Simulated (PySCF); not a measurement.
# C2H6FIn (SMILES C[CH](F)[InH2]) at 6 levels

We compute a comparison of 6 runs (M06-2X/def2-SVP, M06-L/def2-SVP, PBE/def2-SVP, SVWN5/def2-SVP, r2SCAN/def2-SVP, wB97X/def2-SVP) of C2H6FIn. The job is set up through a Python script.

The calculation is run with PySCF 2.14.0.

2 further runs of the same task are left out: 2 set aside as unsound or not needed.

## (1) The structure to begin with

C2H6FIn: 10 atoms, total charge 0, spin state singlet. SMILES: `C[CH](F)[InH2]`. The shape is that of a PBE0-D4/def2-TZVP optimisation.

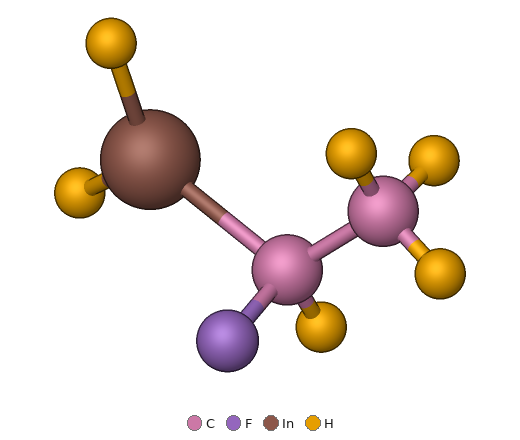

Viewed from a chosen angle; carbon pink, fluorine purple, indium brown, hydrogen amber.

## (2) The energy at M06-2X/def2-SVP (core potential) (run 1)

job.py

```python
# C[CH](F)[InH2]
from pyscf import gto, dft

mol = gto.Mole()
mol.atom = '''
C   -0.140800   1.253600  -0.575200
C    0.633800   0.180000   0.137200
F    0.870200   0.597100   1.467800
In  -0.385200  -1.745500   0.423800
H    0.391300   2.210500  -0.541500
H   -1.131900   1.397600  -0.139100
H   -0.271900   0.979300  -1.626600
H    1.621200   0.055100  -0.315800
H   -2.079900  -1.696200   0.762700
H    0.493100  -3.231500   0.406600
'''
mol.basis = 'def2-svp'
mol.ecp = {'In': 'def2-svp'}
mol.max_memory = 1860
mol.verbose = 3
mol.build()

calc0 = dft.RKS(mol, xc='m06-2x')
calc0.conv_tol = 1e-10
calc0.grids.level = 5
calc0.kernel()
if not calc0.converged:
    calc0 = calc0.newton().run(calc0.mo_coeff, calc0.mo_occ)

etot = calc0.e_tot
print('E(%s) = %.9f' % ('M06-2X', etot))
```

Launch:

```bash
OMP_NUM_THREADS=1 python job.py
```

The program printed:

```text
converged SCF energy = -369.448996197369
E(M06-2X) = -369.448996197
```

It took 44 s on 1 thread of Intel Xeon at 2.70GHz, shared host; peak memory 0.54 GiB.

## (3) The energy at M06-L/def2-SVP (core potential) (run 2)

calc.py

```python
from pyscf import gto, dft

mol = gto.M(
    atom='''
C     -0.140800     1.253600    -0.575200
C      0.633800     0.180000     0.137200
F      0.870200     0.597100     1.467800
In    -0.385200    -1.745500     0.423800
H      0.391300     2.210500    -0.541500
H     -1.131900     1.397600    -0.139100
H     -0.271900     0.979300    -1.626600
H      1.621200     0.055100    -0.315800
H     -2.079900    -1.696200     0.762700
H      0.493100    -3.231500     0.406600
''',
    charge=0,
    max_memory=1860,
    verbose=3,
    ecp={'In': 'def2-svp'},
    basis='def2-svp',
)

mf = dft.RKS(mol)
mf.xc = 'm06-l'
mf.conv_tol = 1e-10
mf.grids.level = 5
mf.kernel()
if not mf.converged:
    mf = mf.newton().run(mf.mo_coeff, mf.mo_occ)

energy = mf.e_tot
print('Final energy', energy)
```

Launch:

```bash
OMP_NUM_THREADS=1 python calc.py
```

The program printed:

```text
converged SCF energy = -369.720049989708
Final energy -369.7200499897078
```

Wall time 45 s (1 thread of Intel Xeon at 2.70GHz, shared host); peak memory 0.54 GiB.

## (4) A single-point energy at PBE/def2-SVP (core potential) (run 3)

run.py

```python
from pyscf import gto, dft

mol = gto.Mole()
mol.atom = '''
C       -0.140800       1.253600      -0.575200
C        0.633800       0.180000       0.137200
F        0.870200       0.597100       1.467800
In      -0.385200      -1.745500       0.423800
H        0.391300       2.210500      -0.541500
H       -1.131900       1.397600      -0.139100
H       -0.271900       0.979300      -1.626600
H        1.621200       0.055100      -0.315800
H       -2.079900      -1.696200       0.762700
H        0.493100      -3.231500       0.406600
'''
mol.ecp = {'In': 'def2-svp'}
mol.max_memory = 1860
mol.charge = 0
mol.basis = 'def2-svp'
mol.verbose = 3
mol.build()

mf = dft.RKS(mol, xc='pbe')
mf.conv_tol = 1e-10
mf.grids.level = 5
mf.kernel()
if not mf.converged:
    mf = mf.newton().run(mf.mo_coeff, mf.mo_occ)

energy = mf.e_tot
print('Final energy', energy)
```

Launch:

```bash
OMP_NUM_THREADS=1 python run.py
```

The program printed:

```text
converged SCF energy = -369.392429117558
Final energy -369.3924291175576
```

Wall time 25 s (1 thread of Intel Xeon at 2.70GHz, shared host); peak memory 0.51 GiB.

Runs 4 to 5 aren't shown in full; the table further down has their settings and results.

## (5) A single-point energy at wB97X/def2-SVP (core potential) (run 6)

input.py

```python
from pyscf import gto, dft

mol = gto.M(
    atom='''
C   -0.140800   1.253600  -0.575200
C    0.633800   0.180000   0.137200
F    0.870200   0.597100   1.467800
In  -0.385200  -1.745500   0.423800
H    0.391300   2.210500  -0.541500
H   -1.131900   1.397600  -0.139100
H   -0.271900   0.979300  -1.626600
H    1.621200   0.055100  -0.315800
H   -2.079900  -1.696200   0.762700
H    0.493100  -3.231500   0.406600
''',
    ecp={'In': 'def2-svp'},
    max_memory=1860,
    basis='def2-svp',
    verbose=3,
)

calc0 = dft.RKS(mol, xc='wb97x')
calc0.conv_tol = 1e-10
calc0.grids.level = 5
calc0.kernel()
if not calc0.converged:
    calc0 = calc0.newton().run(calc0.mo_coeff, calc0.mo_occ)

e_tot = calc0.e_tot
print('E(%s) = %.9f' % ('WB97X', e_tot))
```

Launch:

```bash
OMP_NUM_THREADS=1 python input.py
```

The program printed:

```text
converged SCF energy = -369.600580922585
E(WB97X) = -369.600580923
```

Run time: 40 s. Hardware: 1 thread of Intel Xeon at 2.70GHz, shared host; peak memory 0.51 GiB.

## (6) The series

```tsv
run	level	energy (Eh)	dipole moment (D)	HOMO energy (eV)	LUMO energy (eV)	wall time
1	M06-2X/def2-SVP (core potential)	-369.448996	1.82	-8.09	-1.27	44 s
2	M06-L/def2-SVP (core potential)	-369.720050	1.72	-5.85	-2.03	45 s
3	PBE/def2-SVP (core potential)	-369.392429	1.58	-5.70	-2.45	25 s
4	SVWN5/def2-SVP (core potential)	-367.893703	1.64	-5.84	-2.72	15 s
5	r2SCAN/def2-SVP (core potential)	-369.577545	1.70	-5.97	-2.19	45 s
6	wB97X/def2-SVP (core potential)	-369.600581	1.79	-9.25	0.08	40 s
```

## (7) Outcome

| quantity | value |
| --- | --- |
| run 6: total energy | -369.60058 Eh |
| run 6: dipole moment | 1.79 D |
| run 6: HOMO energy | -9.25 eV |
| run 6: LUMO energy | 0.08 eV |
| run 6: HOMO–LUMO gap | 9.34 eV |

What this shows: The dipole moment (its size) runs from 1.58 D (PBE/def2-SVP) to 1.82 D (M06-2X/def2-SVP). The HOMO–LUMO gap runs from 3.12 eV (SVWN5/def2-SVP) to 9.34 eV (wB97X/def2-SVP). Totals of different functionals can't be ranked against each other. All runs together took 3.6 min, the longest 45 s.
